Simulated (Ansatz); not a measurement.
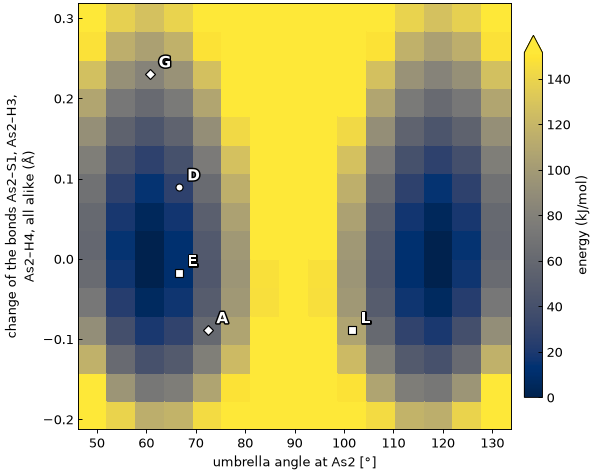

AsH₂S, SMILES [S-][AsH2], charge −1. First axis: umbrella angle at As2 (between each of its bonds and their common axis; 90 is planar). Second axis: change of the bonds As2–S1, As2–H3, As2–H4, all alike. Nothing is relaxed (all other coordinates rigid). The grid has 15 × 15 points; 120 points were computed and 105 follow by symmetry. Points are written as (first, second). Energies are in kJ/mol, from the lowest grid point. Computed with Ansatz 0.2.0, RKS B3LYP-D4/def2-TZVPD.

In the figure: one coloured cell a grid point, one colour for all values above the top of the scale, lettered points.

Rank the lettered points by energy, lowest first.

E (11 kJ/mol), D (27 kJ/mol), A (61 kJ/mol), G (82 kJ/mol), L (107 kJ/mol).

What kind of point is each of A, D, L: minimum, saddle, maximum or slope?

A: on a slope; D: on a slope; L: on a slope. (In these two coordinates alone; a stationary point may lie a little off the grid point.)
